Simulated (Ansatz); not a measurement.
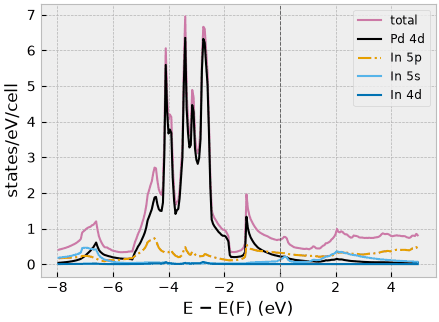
Figure. Total and projected density of states of InPd (CsCl type, Pm-3m), DFT-LDA in the program Ansatz with PAW potentials

**Question.** Which orbitals carry the states next to the Fermi level?

**Answer.** Within 0.5 eV of the Fermi level: In 5p 46 %, Pd 4d 33 %, In 5s 15 %. Projections are on Löwdin-orthogonalised atomic valence shells; empty p or d shells of many metals are not among them.

**Question.** Where is the tallest occupied peak in this window, and what makes it?

**Answer.** Near -3.4 eV, about 6.9 states/eV per cell; the largest projected share is Pd 4d.

Symmetry was held in the LDA relaxation; of distortions, only those at the zone centre were tested. The run is not spin-polarised. Spin–orbit coupling is left out wherever it is not named.

Potentials: the later of the program's two PAW sets.
